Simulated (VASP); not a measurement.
# Driving VASP from ASE on ScB2

Do ASE scripts that read ScB2 from different structure formats give one answer, and do several routes find one equilibrium volume? All runs use r2SCAN. Left out of this account: 1 further run (self-consistent run: a reference on another mesh). The start is a cell from a database of measured crystal structures.

Main program and level: VASP 6.6.1; r2SCAN; plane waves and PAW (Sc_sv, B).

**1. The structure**

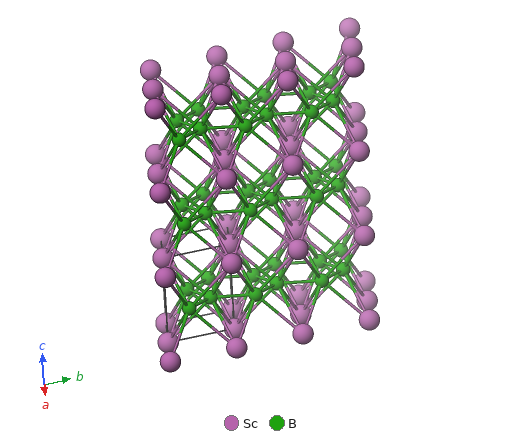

The cell as given, slightly off an axis (scandium purple, boron green). 2×3×3 cells are drawn. Some periodic images of atoms are drawn too.

Coordinates:

```xyz
3
Lattice="3.1500 0.0000 0.0000 -1.5750 2.7280 0.0000 0.0000 0.0000 3.5200" Properties=species:S:1:pos:R:3 pbc="T T T"
Sc    0.0000    0.0000    0.0000
B     0.0000    1.8187    1.7600
B     1.5750    0.9093    1.7600
```

**2. Self-consistent run (r2SCAN, through ASE)**

A single point through ASE, with the structure read from an extended xyz file.

run.py

```python
import numpy as np
from ase.calculators.vasp import Vasp
from ase.io import read
from ase.dft.bandgap import bandgap

atoms = read('ScB2.xyz')

calc = Vasp(
    xc='r2scan',
    pp='PBE',
    prec='Accurate',
    encut=420,
    ediff=1e-06,
    nelm=100,
    ismear=-1,
    sigma=0.05,
    lreal=False,
    algo='Normal',
    lasph=True,
    nbands=14,
    lorbit=11,
    lwave=False,
    lcharg=False,
    kpar=4,
    isif=2,
    pp_version='64',
    setups={'Sc': '_sv', 'B': ''},
    kpts=(11, 11, 9),
    gamma=True,
    txt='vasp.out',
)
atoms.calc = calc

print("energy (eV):", round(atoms.get_potential_energy(), 6))
print("Fermi level (eV):", round(calc.get_fermi_level(), 4))
print("forces (eV/A):")
print(np.round(atoms.get_forces(), 4))
print("stress (GPa, Voigt, tension positive):", np.round(atoms.get_stress() * 160.21766, 3))
gap, p1, p2 = bandgap(calc, direct=False)
print("gap on the mesh (eV):", round(gap, 4))
```

ScB2.xyz

```xyz
3
Lattice="3.1500000000 0.0000000000 0.0000000000 -1.5750000000 2.7279800219 0.0000000000 0.0000000000 0.0000000000 3.5200000000" Properties=species:S:1:pos:R:3 pbc="T T T"
Sc     0.0000000000      0.0000000000      0.0000000000
B     -0.0000000002      1.8186533480      1.7600000000
B      1.5750000002      0.9093266739      1.7600000000
```

The projector-augmented-wave data sets are Sc_sv and B (PBE family, release 64).

The run is started by

```bash
$ export ASE_VASP_COMMAND="mpirun -np 4 vasp_std"
$ python run.py
```

The program printed:

```text
energy (eV): -28.743159
Fermi level (eV): 6.1661
forces (eV/A):
[[ 0.  0.  0.]
 [ 0. -0.  0.]
 [-0. -0. -0.]]
stress (GPa, Voigt, tension positive): [ 0.461  0.461 -1.548  0.     0.    -0.   ]
gap on the mesh (eV): 0.0
```

Wall time 30 s (4 MPI ranks of AMD EPYC 7R13 (Zen 3), shared host); peak memory 0.51 GiB; 1.8 min of CPU time.

Lines that name or quote the potential files are left out of all logs, and their timing lines are given in words.

The INCAR that ASE wrote:

```
ENCUT = 420.000000
SIGMA = 0.050000
EDIFF = 1.00e-06
ALGO = Normal
METAGGA = R2SCAN
PREC = Accurate
ISIF = 2
ISMEAR = -1
KPAR = 4
LORBIT = 11
NBANDS = 14
NELM = 100
LASPH = .TRUE.
LCHARG = .FALSE.
LWAVE = .FALSE.
LREAL = .FALSE.
```

The KPOINTS that ASE wrote:

```
KPOINTS created by Atomic Simulation Environment
0
Gamma
11 11 9
0 0 0
```

VASP's own log, vasp.out:

```text
[banner, memory and clock lines left out]
running    4 mpi-ranks, on    1 nodes
 distrk:  each k-point on    1 cores,    4 groups
 distr:  one band on    1 cores,    1 groups

 POSCAR found type information on POSCAR ScB
 POSCAR found :  2 types and       3 ions
|                                                                             |
|               ----> ADVICE to this user running VASP <----                  |
|                                                                             |
|     You enforced a specific xc type in the INCAR file but a different       |
|     [... a line on the potential file left out ...]
|     I HOPE YOU KNOW WHAT YOU ARE DOING!                                     |
|                                                                             |

 LDA part: xc-table for (None), standard interpolation
 POSCAR, INCAR and KPOINTS ok, starting setup
 FFT: planning ... GRIDC
 FFT: planning ... GRID_SOFT
 FFT: planning ... GRID
 WAVECAR not read
 entering main loop
       N       E                     dE             d eps       ncg     rms          rms(c)
DAV:   1     0.897352516472E+02    0.89735E+02   -0.68051E+03  2280   0.107E+03
DAV:   2    -0.293696673551E+02   -0.11910E+03   -0.11444E+03  2276   0.349E+02
DAV:   3    -0.351317633540E+02   -0.57621E+01   -0.55036E+01  3602   0.712E+01
DAV:   4    -0.352295091402E+02   -0.97746E-01   -0.97659E-01  2906   0.810E+00
DAV:   5    -0.352311362014E+02   -0.16271E-02   -0.16266E-02  3202   0.893E-01    0.132E+01
DAV:   6    -0.288027307246E+02    0.64284E+01   -0.83809E+00  3694   0.413E+01    0.417E+00
DAV:   7    -0.287391186705E+02    0.63612E-01   -0.10822E+00  3568   0.966E+00    0.197E+00
DAV:   8    -0.287471653762E+02   -0.80467E-02   -0.10405E-01  3624   0.530E+00    0.128E+00
DAV:   9    -0.287484664622E+02   -0.13011E-02   -0.35499E-02  3656   0.224E+00    0.212E-01
DAV:  10    -0.287465481528E+02    0.19183E-02   -0.50675E-03  3664   0.831E-01    0.593E-02
DAV:  11    -0.287466055008E+02   -0.57348E-04   -0.17863E-04  3582   0.126E-01    0.198E-02
DAV:  12    -0.287465863964E+02    0.19104E-04   -0.64068E-05  3560   0.942E-02    0.901E-03
DAV:  13    -0.287465873832E+02   -0.98682E-06   -0.14713E-06  2058   0.122E-02
   1 F= -.28746587E+02 E0= -.28743159E+02  d E =-.685735E-02
```

OUTCAR, selected parts (step 2):

```text
ion  position               nearest neighbor table
   1  0.000  0.000  0.000-   2 2.53   3 2.53   2 2.53   3 2.53   2 2.53   2 2.53   3 2.53   3 2.53
                             3 2.53   3 2.53   2 2.53   2 2.53
   2  0.333  0.667  0.500-   3 1.82   3 1.82   3 1.82   1 2.53   1 2.53   1 2.53   1 2.53   1 2.53
                             1 2.53
   3  0.667  0.333  0.500-   2 1.82   2 1.82   2 1.82   1 2.53   1 2.53   1 2.53   1 2.53   1 2.53
                             1 2.53

  LATTYP: Found a hexagonal cell.
 ALAT       =     3.1500000000
 C/A-ratio  =     1.1174603175

 Subroutine GETGRP returns: Found 24 space group operations
 (whereof 24 operations were pure point group operations)

The static configuration has the point symmetry D_6h.

 Found     80 irreducible k-points:

   k-points           NKPTS =     80   k-points in BZ     NKDIM =     80   number of bands    NBANDS=     14

   dimension x,y,z NGX =    24 NGY =   24 NGZ =   24
   dimension x,y,z NGXF=    48 NGYF=   48 NGZF=   48

   ENCUT  =  420.0 eV  30.87 Ry    5.56 a.u.   5.26  5.26  5.88*2*pi/ulx,y,z

   NELECT =      17.0000    total number of electrons

 k-points in reciprocal lattice and weights: KPOINTS created by Atomic Simulation Env
   0.00000000  0.00000000  0.00000000       0.001
   0.09090909  0.00000000  0.00000000       0.006
   0.18181818 -0.00000000  0.00000000       0.006
   0.27272727 -0.00000000  0.00000000       0.006
   0.36363636  0.00000000  0.00000000       0.006
   0.45454545 -0.00000000  0.00000000       0.006
   0.09090909  0.09090909  0.00000000       0.006
   0.18181818  0.09090909  0.00000000       0.011
   0.27272727  0.09090909  0.00000000       0.011
[...]
0.27272727  0.27272727  0.44444444       0.011
   0.36363636  0.27272727  0.44444444       0.011

 average (electrostatic) potential at core
       1 -47.9137       2 -26.5394       3 -26.5394

 E-fermi :   6.1661

 k-point     1 :       0.0000    0.0000    0.0000
  band No.  band energies     occupation
    ...
      5      -6.3783      2.00000
      6       4.2726      2.00000
      7       5.1237      2.00000
      8       5.1237      2.00000
      9       5.7954      1.99879
     10      10.3751      0.00000
     11      10.3751      0.00000
     12      11.2144      0.00000
     13      11.2144      0.00000
     14      12.8715      0.00000

 k-point     2 :       0.0909    0.0000    0.0000
  band No.  band energies     occupation
    ...
      5      -6.2190      2.00000
      6       4.2261      2.00000
      7       4.5599      2.00000
      8       5.0374      2.00000
      9       5.9080      1.98860
     10      10.3135      0.00000
     11      10.5365      0.00000
     12      10.6497      0.00000
     13      10.8451      0.00000
     14      13.2478      0.00000

 k-point     3 :       0.1818   -0.0000    0.0000
  band No.  band energies     occupation
    ...
      5      -5.7525      2.00000
      6       3.2396      2.00000
      7       4.1254      2.00000
      8       4.7941      2.00000
      9       6.1466      1.19234
     10       9.9236      0.00000
     11      10.1532      0.00000
     12      10.5783      0.00000
     13      10.8524      0.00000
     14      13.5719      0.00000

  Total       -0.0870923     -0.0870923      0.2922706      0.0000000      0.0000000     -0.0000000
  in kB       -4.6131300     -4.6131300     15.4810817      0.0000000      0.0000000     -0.0000000
  external PRESSURE =       2.0849405 kB  Pullay stress =       0.0000000 kB

  energy-cutoff  :      420.00
  volume of cell :       30.25
      direct lattice vectors                 reciprocal lattice vectors
     3.150000000  0.000000000  0.000000000     0.317460317  0.183285800  0.000000000
    -1.575000000  2.727980022  0.000000000     0.000000000  0.366571599  0.000000000
     0.000000000  0.000000000  3.520000000     0.000000000  0.000000000  0.284090909

 POSITION                                       TOTAL-FORCE (eV/Angst)
 -----------------------------------------------------------------------------------
      0.00000      0.00000      0.00000         0.000000      0.000000      0.000000
     -0.00000      1.81865      1.76000         0.000000     -0.000000      0.000000
      1.57500      0.90933      1.76000        -0.000000     -0.000000     -0.000000
 -----------------------------------------------------------------------------------
    total drift:                               -0.000000      0.000000      0.000000

  FREE ENERGIE OF THE ION-ELECTRON SYSTEM (eV)
  ---------------------------------------------------
  free  energy   TOTEN  =       -28.7465873832 eV

  energy  without entropy=      -28.7397300348  energy(sigma->0) =      -28.74315871

 total charge
# of ion       s       p       d       tot
------------------------------------------
    1        2.194   6.235   1.190   9.619
    2        0.688   1.230   0.000   1.919
    3        0.688   1.230   0.000   1.919
--------------------------------------------------
tot          3.571   8.696   1.190  13.457

[... 3 further parts left out ...]
```

This run has no spin polarisation. Its electron count is odd, so without a moment it is a metal by construction. The PAW data sets were made with PBE, which is usual practice but a small mismatch for other functionals.

This step gave:

| Quantity | Value |
| --- | --- |
| SCF cycles | 13 |
| electrons | 17 |
| bands | 14 |
| irreducible k-points | 80 |
| symmetry operations | 24 |
| free energy (TOTEN) | -28.75 eV |
| energy at zero smearing | -28.74 eV |
| Fermi energy | 6.166 eV |
| pressure | 0.2085 GPa |
| metallic | yes |

The pressure is 0.21 GPa and the largest force 0.000 eV/Å.

**3. Total energy, forces and stress (r2SCAN, through ASE)**

The single point through ASE, with the structure read from a CIF with its space group. The mesh changes to 7×7×6, so this is no clean test of the format.

Changes to run.py since step 2:

```diff
@@ -5,3 +5,3 @@
 
-atoms = read('ScB2.xyz')
+atoms = read('ScB2.cif')
 
@@ -27,3 +27,3 @@
     setups={'Sc': '_sv', 'B': ''},
-    kpts=(11, 11, 9),
+    kpts=(7, 7, 6),
     gamma=True,
```

ScB2.cif

```cif
data_ScB2
_cell_length_a 3.15000000
_cell_length_b 3.15000000
_cell_length_c 3.52000000
_cell_angle_alpha 90.00000000
_cell_angle_beta 90.00000000
_cell_angle_gamma 120.00000000
_space_group_name_H-M_alt 'P6/mmm'
_space_group_name_Hall '-P 6 2'
_space_group_IT_number 191
loop_
_space_group_symop_operation_xyz
'x,y,z'
'-x,-y,-z'
'x-y,x,z'
'-x+y,-x,-z'
'-y,x-y,z'
'y,-x+y,-z'
'-x,-y,z'
'x,y,-z'
'-x+y,-x,z'
'x-y,x,-z'
'y,-x+y,z'
'-y,x-y,-z'
'-y,-x,-z'
'y,x,z'
'-x,-x+y,-z'
'x,x-y,z'
'-x+y,y,-z'
'x-y,-y,z'
'y,x,-z'
'-y,-x,z'
'x,x-y,-z'
'-x,-x+y,z'
'x-y,-y,-z'
'-x+y,y,z'
loop_
_atom_site_label
_atom_site_type_symbol
_atom_site_symmetry_multiplicity
_atom_site_Wyckoff_symbol
_atom_site_fract_x
_atom_site_fract_y
_atom_site_fract_z
_atom_site_occupancy
Sc1 Sc 1 a 0.0000000000 0.0000000000 0.0000000000 1
B1 B 2 d 0.3333333333 0.6666666667 0.5000000000 1
```

The program printed:

```text
energy (eV): -28.751492
Fermi level (eV): 6.1619
forces (eV/A):
[[-0.  0.  0.]
 [-0.  0.  0.]
 [ 0.  0. -0.]]
stress (GPa, Voigt, tension positive): [ 0.675  0.675 -1.885  0.     0.    -0.   ]
gap on the mesh (eV): 0.0
```

The job ended after 15 s (4 MPI ranks; peak memory 0.45 GiB; 54 s of CPU time).

ASE turned this into the INCAR:

```
ENCUT = 420.000000
SIGMA = 0.050000
EDIFF = 1.00e-06
ALGO = Normal
METAGGA = R2SCAN
PREC = Accurate
ISIF = 2
ISMEAR = -1
KPAR = 4
LORBIT = 11
NBANDS = 14
NELM = 100
LASPH = .TRUE.
LCHARG = .FALSE.
LWAVE = .FALSE.
LREAL = .FALSE.
```

The KPOINTS that ASE wrote:

```
KPOINTS created by Atomic Simulation Environment
0
Gamma
7 7 6
0 0 0
```

vasp.out:

```text
[banner, memory and clock lines left out]
running    4 mpi-ranks, on    1 nodes
 distrk:  each k-point on    1 cores,    4 groups
 distr:  one band on    1 cores,    1 groups

 POSCAR found type information on POSCAR ScB
 POSCAR found :  2 types and       3 ions
 [... a notice as in an earlier step ...]

 LDA part: xc-table for (None), standard interpolation
 POSCAR, INCAR and KPOINTS ok, starting setup
 FFT: planning ... GRIDC
 FFT: planning ... GRID_SOFT
 FFT: planning ... GRID
 WAVECAR not read
 entering main loop
       N       E                     dE             d eps       ncg     rms          rms(c)
DAV:   1     0.879589242261E+02    0.87959E+02   -0.67470E+03   912   0.105E+03
DAV:   2    -0.295915385434E+02   -0.11755E+03   -0.11357E+03   920   0.344E+02
DAV:   3    -0.351381589277E+02   -0.55466E+01   -0.52614E+01  1464   0.711E+01
DAV:   4    -0.352372721568E+02   -0.99113E-01   -0.99022E-01  1172   0.781E+00
DAV:   5    -0.352381391098E+02   -0.86695E-03   -0.86633E-03  1286   0.622E-01    0.132E+01
DAV:   6    -0.288084667495E+02    0.64297E+01   -0.84309E+00  1452   0.413E+01    0.415E+00
DAV:   7    -0.287459756929E+02    0.62491E-01   -0.10480E+00  1400   0.948E+00    0.198E+00
DAV:   8    -0.287542757083E+02   -0.83000E-02   -0.10299E-01  1402   0.516E+00    0.128E+00
DAV:   9    -0.287558183530E+02   -0.15426E-02   -0.32101E-02  1430   0.210E+00    0.197E-01
DAV:  10    -0.287541744176E+02    0.16439E-02   -0.45099E-03  1448   0.772E-01    0.588E-02
DAV:  11    -0.287542277989E+02   -0.53381E-04   -0.14193E-04  1266   0.111E-01    0.176E-02
DAV:  12    -0.287542140715E+02    0.13727E-04   -0.43349E-05  1436   0.774E-02    0.870E-03
DAV:  13    -0.287542149563E+02   -0.88480E-06   -0.11807E-06   702   0.955E-03
   1 F= -.28754215E+02 E0= -.28751492E+02  d E =-.544651E-02
```

OUTCAR, selected parts (step 3):

```text
The static configuration has the point symmetry D_6h.

 Found     32 irreducible k-points:

   k-points           NKPTS =     32   k-points in BZ     NKDIM =     32   number of bands    NBANDS=     14

   NELECT =      17.0000    total number of electrons

 E-fermi :   6.1619

 k-point     1 :       0.0000    0.0000    0.0000
  band No.  band energies     occupation
    ...
      5      -6.3842      2.00000
      6       4.2703      2.00000
      7       5.1175      2.00000
      8       5.1175      2.00000
      9       5.7889      1.99885
     10      10.3854      0.00000
     11      10.3854      0.00000
     12      11.2105      0.00000
     13      11.2105      0.00000
     14      12.8677      0.00000

 k-point     2 :       0.1429    0.0000    0.0000
  band No.  band energies     occupation
    ...
      5      -5.9944      2.00000
      6       3.8530      2.00000
      7       4.1691      2.00000
      8       4.9079      2.00000
      9       6.0404      1.83826
     10      10.1849      0.00000
     11      10.2409      0.00000
     12      10.6406      0.00000
     13      10.7330      0.00000
     14      13.4575      0.00000

  Total       -0.1274157     -0.1274157      0.3559633     -0.0000000     -0.0000000     -0.0000000
  in kB       -6.7489947     -6.7489947     18.8547782     -0.0000000     -0.0000000     -0.0000000
  external PRESSURE =       1.7855963 kB  Pullay stress =       0.0000000 kB

 POSITION                                       TOTAL-FORCE (eV/Angst)
 -----------------------------------------------------------------------------------
      0.00000      0.00000      0.00000        -0.000000      0.000000      0.000000
     -0.00000      1.81865      1.76000        -0.000000      0.000000      0.000000
      1.57500      0.90933      1.76000         0.000000      0.000000     -0.000000
 -----------------------------------------------------------------------------------
    total drift:                               -0.000000      0.000000      0.000000

  FREE ENERGIE OF THE ION-ELECTRON SYSTEM (eV)
  ---------------------------------------------------
  free  energy   TOTEN  =       -28.7542149563 eV

  energy  without entropy=      -28.7487684474  energy(sigma->0) =      -28.75149170

 total charge
# of ion       s       p       d       tot
------------------------------------------
    1        2.195   6.236   1.189   9.620
    2        0.688   1.229   0.000   1.918
    3        0.688   1.229   0.000   1.918
--------------------------------------------------
tot          3.572   8.694   1.189  13.455

[... 5 parts as in an earlier step ...]

[... 7 further parts left out ...]
```

The k-mesh is coarse for a metal.

Numbers from this step:

```yaml
irreducible_k_points: 32
energy_at_zero_smearing: -28.75 eV
fermi_energy: 6.162 eV
pressure: 0.1786 GPa
```

The energy lies -2.78 meV an atom from the first script, on another mesh.

[end of part 1 of 3]

[Lines on the potential files, build, host, timing and source positions are cut from VASP's logs without a mark.]

[Logs are printed without paths, hosts, clocks, repeated set-up lines and the standing remarks that a program may print on its own settings, such as how far it seeks lower states.]

[Hosts, paths, dates, database ids (printed as entryN), source tags and the programs' standing remarks are cut or masked in the printed files.]

[A measured line is paired with the nearest computed mode of its activity, which favours agreement.]
